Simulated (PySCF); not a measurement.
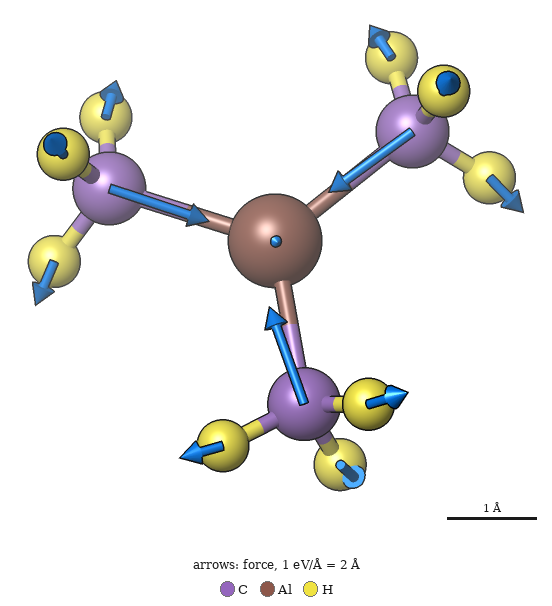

Starting geometry of C$_{3}$H$_{9}$Al with the computed forces as blue arrows. The picture is a ball-and-stick view, seen at a tilt.

The start comes from GFN2-xTB.

Level of theory: PySCF, PBE0-D3(BJ)/def2-SVP geometry optimisation, gas phase. 

> What follows when this structure is relaxed?

It isn't relaxed: the largest force vector, on C atoms, is 0.60 eV/Å. The final displacements follow the starting forces only in part (cosine between the two patterns 0.36). The largest move after the best rigid fit is that of an H atom, 0.073 Å. Largest moves by element: H 0.073 Å, C 0.042 Å, Al 0.013 Å. Among the contacts that change: Al–C 1.995 → 1.963 Å, C–H 1.095 → 1.106 Å. Among the angles between lasting bonds that change: Al–C–H 112.7° → 110.1°, Al–C–H 112.5° → 110.1°. Over 4 geometry steps the energy falls by 3.92 kJ/mol.
